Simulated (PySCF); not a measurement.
RbN, triplet (excess alpha electrons: πx +1, πy +1). M06-L/def2-TZVPP (ECP) in PySCF, UKS. One reference determinant with the occupation held, the lowest that a PBE0 search over spins and occupations found; no spin-orbit coupling. Zero is the separated fragments in their ground configurations, without counterpoise. 2 further points of the run are not drawn.

### What bond curve does the calculation give?

re = 2.721 Å, ωe = 292 cm⁻¹, ωexe = 1.8 cm⁻¹, De = 1.27 eV.
| r (Å) | E (eV) |
| --- | --- |
| 2.371 | −0.92 |
| 2.481 | −1.13 |
| 2.592 | −1.24 |
| 2.674 | −1.27 |
| 2.757 | −1.27 |
| 2.840 | −1.25 |
| 2.950 | −1.20 |
| 3.088 | −1.10 |
| 3.253 | −0.97 |
| 3.474 | −0.79 |

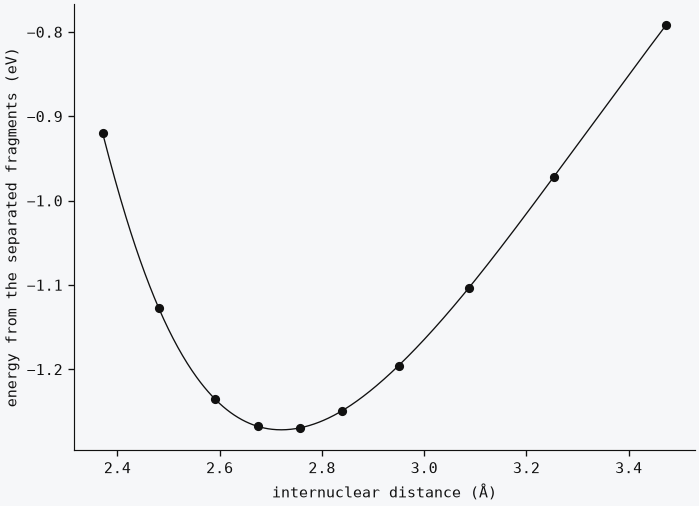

Caveats: lowest determinant of a PBE0 search, another state may lie lower.
